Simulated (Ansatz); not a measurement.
Fields on a plane of K2CO3 (space group C2/c)

```
K2CO3
1.0
    2.78823    -4.98410     0.00000
    2.78823     4.98410     0.00000
   -1.22927     0.00000     6.68393
K C O
4 2 6
Cartesian
  2.48091   1.64549   1.67098
  1.86627  -1.64549   5.01295
  0.00000   0.00000   0.00000
 -0.61464   0.00000   3.34197
  1.86627   1.67834   5.01295
  2.48091  -1.67834   1.67098
  3.53047  -1.03350   1.26846
  0.81671   1.03350   5.41547
  1.43135  -1.03350   2.07351
  2.91584   1.03350   4.61042
  2.48091  -2.97386   1.67098
  1.86627   2.97386   5.01295
```

The slice is a (1 0 -1) plane (indices of the conventional cell) through the point (0.668, 0.332, 0.250) (fractional), spanned by u = [111] and v = [1 -1 0] in vectors of this cell: u (7.97 Å) and v (9.97 Å, at 90° to u). It covers one period; positions are fractions (u, v).

Atoms on it: K at (0.00, 0.67); K at (0.50, 0.50); C at (0.50, 0.16); C at (0.00, 0.00); O at (0.00, 0.13); O at (0.50, 0.03).

All values below come from PBEsol (plane waves to 420 eV, PAW, scalar-relativistic; Ansatz, a first-principles code). k mesh 6×6×4. These are valence fields of a PAW run, semicore shells included where kept as valence: close to a nucleus they are smooth pseudo fields. K2CO3 was relaxed with its symmetry unable to fall. This is one of several known forms of K2CO3; the measured ambient cells at hand have space group No. 14.

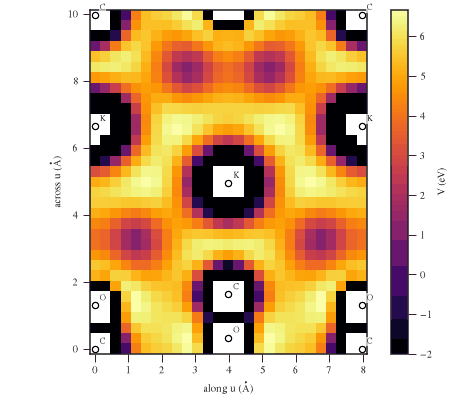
Figure. Electrostatic potential energy of an electron, from the cell's mean, in eV, one period of the plane, atoms marked. Points within 0.5 Å of a nucleus are left white, as the pseudised field means little there. Values under -2 eV are set to -2. The zero, the cell's mean, hangs on the PAW cores.

```
|24641000015899985100001464|
|44421000000366630000001244|
|11110000000001000000000111|
|00000001221000001221000000|
|00000001232000002321000000|
|00000000111000001110000000|
|32100000000000000000000012|
|99730000000000000000000379|
|99971001111000001111001799|
|x9982001232000002321002899|
|x8993001221000001221003998|
|99982000000011100000002899|
|99840000000478740000000489|
|76300000005999995000000036|
|00000100028998998200010000|
|0001221003998x899300122100|
|0012221002899x998200122210|
|00001100006999996000011000|
|00000000002689862000000000|
|00000000000011100000000000|
|00011100000000000000011100|
|00023210000000000000123200|
|00012100000000000000012100|
|21000000001222221000000001|
|77410000013454543100000147|
|9986200002463x364200002689|
|x898510002452x254200015898|
|x6985100014677764100015896|
|67863000024799974200003687|
|9974100014687x786410001479|
|5664100015896x698510001466|
|x1552000048997998400002551|
```
Scale: ten equal steps from 0.01 (start of '0') to 0.88 (end of '9'), in the order '0123456789'. Values: electron localisation function (ELF). The map has 26 points along u (one character each, u = 0 at the left) and 32 along v (v = 0 in the bottom row). Points within 0.3 Å of a nucleus are blanked (x), as the pseudised field means little there.
